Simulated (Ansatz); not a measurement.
Run report: GeSiH$_{8}$S, molecular dynamics (part 1 of 2)

- system: GeSiH$_{8}$S
- method: RKS PBE0-D4/def2-SVP (Ansatz 0.2.0)

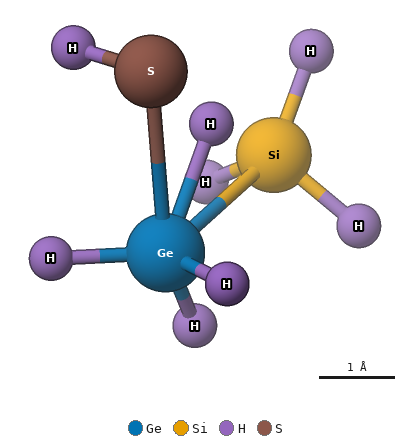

**Figure 1.** The input geometry (ball-and-stick view, seen at a tilt). Sticks mark near contacts. Bond lengths as drawn: Ge–H 1.53 to 1.87 Å, Ge–S 2.66 Å, Ge–Si 2.71 Å, H–S 1.34 Å and H–Si 1.48 to 1.49 Å.

### Summary

```tsv
quantity	value
outcome	finished
mean temperature over the second half	1341 K
trajectory	80 steps, 60 fs
ensemble	nvt_langevin
temperature in the input	300 K
time step	0.75 fs
potential energy (last step)	−75333.1038 eV
mean-field energy (last step)	−75332.9153 eV
dispersion energy (last step)	−0.1885 eV
SCF solution under orbital rotations (last step)	stable
largest force (length of the vector) (last step)	3.498 eV/Å
dipole moment (last step)	1.15 D
hardware	4 threads of Arm Neoverse V1, 23 GiB of memory available, shared host
wall time	2.2 min (CPU time 8.3 min)
peak memory	0.54 GiB
```

### Notes

So short a trajectory is not equilibrated. The logged temperature at the start can lie below the typed one, since it is counted over all degrees of freedom. The temperature stays far from the 300 K of the thermostat over the second half: the run isn't equilibrated.

### The input
```yaml
crystal:
  periodic: [false, false, false]
  atoms:
    - {symbol: Ge, position_ang: [-1.007294, 0.786831, -0.198434]}
    - {symbol: Si, position_ang: [0.406480, -1.387087, 0.596593]}
    - {symbol: H, position_ang: [-1.249832, 1.217922, -1.648131]}
    - {symbol: H, position_ang: [-1.305738, 1.762619, 0.939054]}
    - {symbol: H, position_ang: [-1.959706, -0.446861, 0.006175]}
    - {symbol: H, position_ang: [0.763836, 0.289091, 0.113653]}
    - {symbol: S, position_ang: [1.405004, 1.899206, -0.391347]}
    - {symbol: H, position_ang: [-0.409009, -1.573549, 1.822223]}
    - {symbol: H, position_ang: [-0.074046, -2.257700, -0.505266]}
    - {symbol: H, position_ang: [1.838188, -1.677078, 0.883971]}
    - {symbol: H, position_ang: [1.592117, 1.386706, -1.618390]}
basis:
  gaussian: {orbitals: def2-SVP}
hamiltonian: {xc: pbe0, dispersion: d4}
md: {n_steps: 80, timestep: 0.75, temperature: 300, ensemble: nvt_langevin, seed: 214, friction: 0.002, initial_velocities: maxwell_boltzmann}
```

Run as:
```bash
ansatz run in.yaml --threads 4 --pin off --events-out ev --progress --plain --max-ram 9574MiB
```

### The program's output
```
Functional definition: PBE0
  name "PBE0"
  cite "Adamo & Barone, J. Chem. Phys. 110, 6158 (1999) doi:10.1063/1.478522"
  cite "Perdew, Burke & Ernzerhof, Phys. Rev. Lett. 77, 3865 (1996) doi:10.1103/PhysRevLett.77.3865"
  parent pbe
  parameter a = 0.25
  parameter kappa = 0.804
  parameter beta = 0.06672455060314922
  exchange = (1 - a)*pbe_x(kappa = kappa, mu = beta*pi^2/3) + a*exact_x
  correlation = pbe_c(beta = beta)
1132 factors; integrals over basis functions are off by at most 4.4e-4 eV
mean field evaluation 1: about -75330.5400 eV, gradient 2.0e1 eV
mean field evaluation 2: about -75329.9301 eV, gradient 2.4e1 eV
mean field evaluation 4: about -75331.3079 eV, gradient 1.3e0 eV
mean field evaluation 8: about -75331.3123 eV, gradient 9.3e-3 eV
mean field -75331.31227735 eV, -2768.3746647951 hartree, gradient 4.3e-5 eV, S^2 0.000000; 0 other end points of the search recorded, 0 dependent functions left out
the calculation of the forces begins
reference -75331.31230519 eV, -2768.3746658184 hartree; 35, 35 occupied and 73, 73 virtual orbitals, 1132 factors
md step     0: t =     0.00 fs  T =   272.7 K  F+E_penalty+E_count = -75331.52669340 eV  E_kin = 0.387780 eV  (24 SCF iters)
these checks for a lower state are left out or cut short: starts, cluster_reference, orbital_swaps, neighbouring_geometries, increment
1132 factors; integrals over basis functions are off by at most 4.6e-4 eV
mean field evaluation 16: about -75331.2942 eV, gradient 5.4e-3 eV
mean field -75331.29493603 eV, -2768.3740275133 hartree, gradient 4.7e-5 eV, S^2 0.000000; 0 other end points of the search recorded, 0 dependent functions left out
the calculation of the forces begins
reference -75331.29496380 eV, -2768.3740285340 hartree; 35, 35 occupied and 73, 73 virtual orbitals, 1132 factors
md step     1: t =     0.75 fs  T =   259.8 K  F+E_penalty+E_count = -75331.50971931 eV  E_kin = 0.369423 eV  (25 SCF iters, 3 dispersion substeps)
[... from here on the SCF iterations and repeated set-up lines of each step are left out, up to the last step ...]
md step     2: t =     1.50 fs  T =   226.7 K  F+E_penalty+E_count = -75331.47563486 eV  E_kin = 0.322391 eV  (25 SCF iters, 3 dispersion substeps)
md step     3: t =     2.25 fs  T =   202.0 K  F+E_penalty+E_count = -75331.43727812 eV  E_kin = 0.287220 eV  (26 SCF iters, 3 dispersion substeps)
md step     4: t =     3.00 fs  T =   180.0 K  F+E_penalty+E_count = -75331.40882394 eV  E_kin = 0.256005 eV  (26 SCF iters, 3 dispersion substeps)
md step     5: t =     3.75 fs  T =   178.5 K  F+E_penalty+E_count = -75331.40055586 eV  E_kin = 0.253832 eV  (25 SCF iters, 3 dispersion substeps)
md step     6: t =     4.50 fs  T =   182.1 K  F+E_penalty+E_count = -75331.41303404 eV  E_kin = 0.258944 eV  (26 SCF iters, 3 dispersion substeps)
md step     7: t =     5.25 fs  T =   203.5 K  F+E_penalty+E_count = -75331.43686448 eV  E_kin = 0.289288 eV  (26 SCF iters, 3 dispersion substeps)
md step     8: t =     6.00 fs  T =   219.9 K  F+E_penalty+E_count = -75331.45866149 eV  E_kin = 0.312721 eV  (25 SCF iters, 3 dispersion substeps)
md step     9: t =     6.75 fs  T =   227.9 K  F+E_penalty+E_count = -75331.47000483 eV  E_kin = 0.324093 eV  (25 SCF iters, 3 dispersion substeps)
md step    10: t =     7.50 fs  T =   230.7 K  F+E_penalty+E_count = -75331.47081004 eV  E_kin = 0.327958 eV  (25 SCF iters, 3 dispersion substeps)
md step    11: t =     8.25 fs  T =   230.4 K  F+E_penalty+E_count = -75331.46735810 eV  E_kin = 0.327539 eV  (25 SCF iters, 3 dispersion substeps)
md step    12: t =     9.00 fs  T =   224.2 K  F+E_penalty+E_count = -75331.46848358 eV  E_kin = 0.318828 eV  (25 SCF iters, 3 dispersion substeps)
md step    13: t =     9.75 fs  T =   250.6 K  F+E_penalty+E_count = -75331.48433148 eV  E_kin = 0.356386 eV  (24 SCF iters, 3 dispersion substeps)
md step    14: t =    10.50 fs  T =   272.6 K  F+E_penalty+E_count = -75331.52563042 eV  E_kin = 0.387552 eV  (23 SCF iters, 3 dispersion substeps)
md step    15: t =    11.25 fs  T =   327.8 K  F+E_penalty+E_count = -75331.59870917 eV  E_kin = 0.466046 eV  (25 SCF iters, 3 dispersion substeps)
md step    16: t =    12.00 fs  T =   402.7 K  F+E_penalty+E_count = -75331.70041450 eV  E_kin = 0.572540 eV  (24 SCF iters, 3 dispersion substeps)
md step    17: t =    12.75 fs  T =   480.7 K  F+E_penalty+E_count = -75331.81214822 eV  E_kin = 0.683473 eV  (24 SCF iters, 3 dispersion substeps)
md step    18: t =    13.50 fs  T =   538.4 K  F+E_penalty+E_count = -75331.89673838 eV  E_kin = 0.765475 eV  (24 SCF iters, 3 dispersion substeps)
md step    19: t =    14.25 fs  T =   543.7 K  F+E_penalty+E_count = -75331.90786664 eV  E_kin = 0.773129 eV  (24 SCF iters, 3 dispersion substeps)
md step    20: t =    15.00 fs  T =   498.4 K  F+E_penalty+E_count = -75331.83919881 eV  E_kin = 0.708711 eV  (23 SCF iters, 3 dispersion substeps)
md step    21: t =    15.75 fs  T =   472.6 K  F+E_penalty+E_count = -75331.78119388 eV  E_kin = 0.671968 eV  (23 SCF iters, 3 dispersion substeps)
md step    22: t =    16.50 fs  T =   528.1 K  F+E_penalty+E_count = -75331.85686579 eV  E_kin = 0.750948 eV  (23 SCF iters, 3 dispersion substeps)
md step    23: t =    17.25 fs  T =   651.4 K  F+E_penalty+E_count = -75332.06415811 eV  E_kin = 0.926150 eV  (24 SCF iters, 3 dispersion substeps)
md step    24: t =    18.00 fs  T =   794.6 K  F+E_penalty+E_count = -75332.27612077 eV  E_kin = 1.129851 eV  (24 SCF iters, 3 dispersion substeps)
md step    25: t =    18.75 fs  T =   868.4 K  F+E_penalty+E_count = -75332.39639674 eV  E_kin = 1.234693 eV  (23 SCF iters, 3 dispersion substeps)
md step    26: t =    19.50 fs  T =   889.0 K  F+E_penalty+E_count = -75332.42324323 eV  E_kin = 1.264008 eV  (23 SCF iters, 3 dispersion substeps)
md step    27: t =    20.25 fs  T =   874.6 K  F+E_penalty+E_count = -75332.40188571 eV  E_kin = 1.243532 eV  (23 SCF iters, 3 dispersion substeps)
md step    28: t =    21.00 fs  T =   856.4 K  F+E_penalty+E_count = -75332.37337653 eV  E_kin = 1.217740 eV  (23 SCF iters, 3 dispersion substeps)
md step    29: t =    21.75 fs  T =   864.2 K  F+E_penalty+E_count = -75332.36314232 eV  E_kin = 1.228814 eV  (23 SCF iters, 3 dispersion substeps)
md step    30: t =    22.50 fs  T =   881.4 K  F+E_penalty+E_count = -75332.38482682 eV  E_kin = 1.253183 eV  (23 SCF iters, 3 dispersion substeps)
md step    31: t =    23.25 fs  T =   932.4 K  F+E_penalty+E_count = -75332.44685094 eV  E_kin = 1.325794 eV  (23 SCF iters, 3 dispersion substeps)
md step    32: t =    24.00 fs  T =   986.0 K  F+E_penalty+E_count = -75332.54665516 eV  E_kin = 1.401893 eV  (23 SCF iters, 3 dispersion substeps)
md step    33: t =    24.75 fs  T =  1056.2 K  F+E_penalty+E_count = -75332.67514256 eV  E_kin = 1.501832 eV  (23 SCF iters, 3 dispersion substeps)
md step    34: t =    25.50 fs  T =  1152.8 K  F+E_penalty+E_count = -75332.81377216 eV  E_kin = 1.639088 eV  (23 SCF iters, 3 dispersion substeps)
md step    35: t =    26.25 fs  T =  1234.8 K  F+E_penalty+E_count = -75332.92608166 eV  E_kin = 1.755646 eV  (23 SCF iters, 3 dispersion substeps)
md step    36: t =    27.00 fs  T =  1283.7 K  F+E_penalty+E_count = -75332.96909199 eV  E_kin = 1.825272 eV  (23 SCF iters, 3 dispersion substeps)
md step    37: t =    27.75 fs  T =  1251.5 K  F+E_penalty+E_count = -75332.92238243 eV  E_kin = 1.779462 eV  (23 SCF iters, 3 dispersion substeps)
md step    38: t =    28.50 fs  T =  1192.1 K  F+E_penalty+E_count = -75332.85583113 eV  E_kin = 1.695017 eV  (23 SCF iters, 3 dispersion substeps)
md step    39: t =    29.25 fs  T =  1244.7 K  F+E_penalty+E_count = -75332.89644742 eV  E_kin = 1.769776 eV  (23 SCF iters, 3 dispersion substeps)
md step    40: t =    30.00 fs  T =  1375.8 K  F+E_penalty+E_count = -75333.07010815 eV  E_kin = 1.956246 eV  (24 SCF iters, 3 dispersion substeps)
md step    41: t =    30.75 fs  T =  1514.5 K  F+E_penalty+E_count = -75333.25649029 eV  E_kin = 2.153395 eV  (23 SCF iters, 3 dispersion substeps)
md step    42: t =    31.50 fs  T =  1572.9 K  F+E_penalty+E_count = -75333.33467060 eV  E_kin = 2.236383 eV  (22 SCF iters, 3 dispersion substeps)
md step    43: t =    32.25 fs  T =  1553.3 K  F+E_penalty+E_count = -75333.28992927 eV  E_kin = 2.208585 eV  (23 SCF iters, 3 dispersion substeps)
md step    44: t =    33.00 fs  T =  1468.0 K  F+E_penalty+E_count = -75333.17526975 eV  E_kin = 2.087231 eV  (23 SCF iters, 3 dispersion substeps)
md step    45: t =    33.75 fs  T =  1362.7 K  F+E_penalty+E_count = -75333.05465820 eV  E_kin = 1.937628 eV  (23 SCF iters, 3 dispersion substeps)
md step    46: t =    34.50 fs  T =  1293.2 K  F+E_penalty+E_count = -75332.97125746 eV  E_kin = 1.838795 eV  (23 SCF iters, 3 dispersion substeps)
md step    47: t =    35.25 fs  T =  1280.2 K  F+E_penalty+E_count = -75332.94539060 eV  E_kin = 1.820308 eV  (23 SCF iters, 3 dispersion substeps)
md step    48: t =    36.00 fs  T =  1316.5 K  F+E_penalty+E_count = -75332.97549071 eV  E_kin = 1.871830 eV  (23 SCF iters, 3 dispersion substeps)
md step    49: t =    36.75 fs  T =  1362.8 K  F+E_penalty+E_count = -75333.04878544 eV  E_kin = 1.937692 eV  (23 SCF iters, 3 dispersion substeps)
md step    50: t =    37.50 fs  T =  1439.0 K  F+E_penalty+E_count = -75333.15002021 eV  E_kin = 2.046103 eV  (23 SCF iters, 3 dispersion substeps)
md step    51: t =    38.25 fs  T =  1531.0 K  F+E_penalty+E_count = -75333.25867303 eV  E_kin = 2.176922 eV  (23 SCF iters, 3 dispersion substeps)
md step    52: t =    39.00 fs  T =  1572.7 K  F+E_penalty+E_count = -75333.34126358 eV  E_kin = 2.236150 eV  (23 SCF iters, 3 dispersion substeps)
md step    53: t =    39.75 fs  T =  1555.8 K  F+E_penalty+E_count = -75333.35191495 eV  E_kin = 2.212187 eV  (23 SCF iters, 3 dispersion substeps)
md step    54: t =    40.50 fs  T =  1501.5 K  F+E_penalty+E_count = -75333.26168717 eV  E_kin = 2.134955 eV  (22 SCF iters, 3 dispersion substeps)
md step    55: t =    41.25 fs  T =  1408.4 K  F+E_penalty+E_count = -75333.11043408 eV  E_kin = 2.002477 eV  (23 SCF iters, 3 dispersion substeps)
md step    56: t =    42.00 fs  T =  1336.0 K  F+E_penalty+E_count = -75333.01725508 eV  E_kin = 1.899598 eV  (21 SCF iters, 3 dispersion substeps)
md step    57: t =    42.75 fs  T =  1353.5 K  F+E_penalty+E_count = -75333.06225944 eV  E_kin = 1.924493 eV  (23 SCF iters, 3 dispersion substeps)
md step    58: t =    43.50 fs  T =  1420.9 K  F+E_penalty+E_count = -75333.18660920 eV  E_kin = 2.020317 eV  (23 SCF iters, 3 dispersion substeps)
md step    59: t =    44.25 fs  T =  1466.0 K  F+E_penalty+E_count = -75333.26451996 eV  E_kin = 2.084469 eV  (25 SCF iters, 3 dispersion substeps)
md step    60: t =    45.00 fs  T =  1445.6 K  F+E_penalty+E_count = -75333.23752807 eV  E_kin = 2.055430 eV  (27 SCF iters, 3 dispersion substeps)
md step    61: t =    45.75 fs  T =  1358.2 K  F+E_penalty+E_count = -75333.12348479 eV  E_kin = 1.931219 eV  (24 SCF iters, 3 dispersion substeps)
md step    62: t =    46.50 fs  T =  1250.5 K  F+E_penalty+E_count = -75332.96981545 eV  E_kin = 1.777969 eV  (28 SCF iters, 3 dispersion substeps)
md step    63: t =    47.25 fs  T =  1133.7 K  F+E_penalty+E_count = -75332.82519663 eV  E_kin = 1.611996 eV  (28 SCF iters, 3 dispersion substeps)
md step    64: t =    48.00 fs  T =  1034.5 K  F+E_penalty+E_count = -75332.72969980 eV  E_kin = 1.470860 eV  (28 SCF iters, 3 dispersion substeps)
md step    65: t =    48.75 fs  T =  1008.6 K  F+E_penalty+E_count = -75332.70628531 eV  E_kin = 1.434024 eV  (27 SCF iters, 3 dispersion substeps)
md step    66: t =    49.50 fs  T =  1038.1 K  F+E_penalty+E_count = -75332.76007227 eV  E_kin = 1.476026 eV  (28 SCF iters, 3 dispersion substeps)
md step    67: t =    50.25 fs  T =  1123.1 K  F+E_penalty+E_count = -75332.87956470 eV  E_kin = 1.596946 eV  (28 SCF iters, 3 dispersion substeps)
md step    68: t =    51.00 fs  T =  1227.9 K  F+E_penalty+E_count = -75333.03307869 eV  E_kin = 1.745896 eV  (27 SCF iters, 3 dispersion substeps)
md step    69: t =    51.75 fs  T =  1320.3 K  F+E_penalty+E_count = -75333.17449990 eV  E_kin = 1.877284 eV  (27 SCF iters, 3 dispersion substeps)
md step    70: t =    52.50 fs  T =  1348.0 K  F+E_penalty+E_count = -75333.25086083 eV  E_kin = 1.916683 eV  (26 SCF iters, 3 dispersion substeps)
md step    71: t =    53.25 fs  T =  1327.1 K  F+E_penalty+E_count = -75333.22177151 eV  E_kin = 1.886978 eV  (26 SCF iters, 3 dispersion substeps)
md step    72: t =    54.00 fs  T =  1246.7 K  F+E_penalty+E_count = -75333.10086695 eV  E_kin = 1.772650 eV  (25 SCF iters, 3 dispersion substeps)
md step    73: t =    54.75 fs  T =  1175.0 K  F+E_penalty+E_count = -75332.99556575 eV  E_kin = 1.670713 eV  (26 SCF iters, 3 dispersion substeps)
md step    74: t =    55.50 fs  T =  1200.0 K  F+E_penalty+E_count = -75333.02589702 eV  E_kin = 1.706297 eV  (26 SCF iters, 3 dispersion substeps)
md step    75: t =    56.25 fs  T =  1302.8 K  F+E_penalty+E_count = -75333.17037315 eV  E_kin = 1.852337 eV  (26 SCF iters, 3 dispersion substeps)
md step    76: t =    57.00 fs  T =  1376.5 K  F+E_penalty+E_count = -75333.30321562 eV  E_kin = 1.957224 eV  (25 SCF iters, 3 dispersion substeps)
md step    77: t =    57.75 fs  T =  1420.2 K  F+E_penalty+E_count = -75333.34343505 eV  E_kin = 2.019324 eV  (28 SCF iters, 3 dispersion substeps)
md step    78: t =    58.50 fs  T =  1396.1 K  F+E_penalty+E_count = -75333.29543196 eV  E_kin = 1.985002 eV  (28 SCF iters, 3 dispersion substeps)
md step    79: t =    59.25 fs  T =  1306.7 K  F+E_penalty+E_count = -75333.20176259 eV  E_kin = 1.858002 eV  (24 SCF iters, 3 dispersion substeps)
these checks for a lower state are left out or cut short: starts, cluster_reference, orbital_swaps, neighbouring_geometries, increment
1127 factors; integrals over basis functions are off by at most 5.3e-4 eV
mean field -75332.91522818 eV, -2768.4335721519 hartree, gradient 1.4e-5 eV, S^2 0.000000; 0 other end points of the search recorded, 0 dependent functions left out
the calculation of the forces begins
reference -75332.91525880 eV, -2768.4335732771 hartree; 35, 35 occupied and 73, 73 virtual orbitals, 1127 factors
1127 factors; integrals over basis functions are off by at most 5.3e-4 eV
mean field -75332.91522818 eV, -2768.4335721519 hartree, gradient 1.4e-5 eV, S^2 0.000000; 1 other end points of the search recorded, 0 dependent functions left out
the calculation of the forces begins
reference -75332.91525880 eV, -2768.4335732771 hartree; 35, 35 occupied and 73, 73 virtual orbitals, 1127 factors
md step    80: t =    60.00 fs  T =  1246.9 K  F+E_penalty+E_count = -75333.10376256 eV  E_kin = 1.772969 eV  (24 SCF iters, 3 dispersion substeps)
```

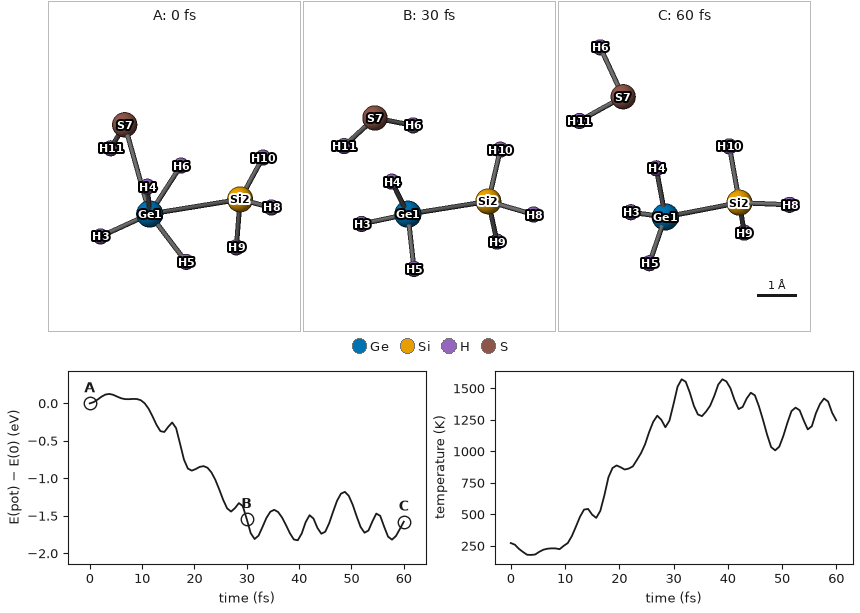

**Figure 2.** Frames of the molecular dynamics (ball-and-stick, seen at a tilt) above the curves, on which the letters mark them. The trajectory kept here has 81 frames over 60 fs. The temperature starts at 273 K, ranges from 179 to 1573 K and averages 1341 K over the second half. The potential energy ends 1.577 eV below its first value. After an unweighted best fit of the last frame on the first, the root-mean-square displacement is 1.29 Å, and H6 has moved furthest (3.24 Å).

```
Total energy: -75333.10379318 eV, -2768.4405017877 hartree
Atom 0 at    -1.116506     0.527724    -0.015901 Å, force    -1.857957     1.431973    -0.306638 eV/Å
Atom 1 at     0.131809    -1.266212     0.494133 Å, force     1.060391    -1.208091     0.731285 eV/Å
Atom 2 at    -0.502627     0.725905    -1.423292 Å, force    -0.346782     0.251733    -0.132124 eV/Å
Atom 3 at    -0.567656     1.652136     0.858647 Å, force     0.070569     0.228775     0.136163 eV/Å
Atom 4 at    -2.720403     0.732832     0.046715 Å, force     1.150821    -0.453598    -0.247453 eV/Å
Atom 5 at     3.319981     2.943069    -1.066068 Å, force    -2.404156    -1.649977     0.893842 eV/Å
Atom 6 at     2.057991     2.151793    -0.712913 Å, force     2.595326     1.953684    -1.298415 eV/Å
Atom 7 at    -0.064400    -1.981396     1.785495 Å, force    -0.182789    -0.051170     0.078608 eV/Å
Atom 8 at     0.200326    -2.275429    -0.603288 Å, force     0.023199     0.039321    -0.047316 eV/Å
Atom 9 at     1.424880    -0.505438     0.640789 Å, force    -0.014504    -0.324173    -0.170170 eV/Å
Atom 10 at     1.561603     2.554071    -1.918286 Å, force    -0.094118    -0.218476     0.362217 eV/Å
Dipole moment:     0.052948     0.120494    -0.199561 e Å
```
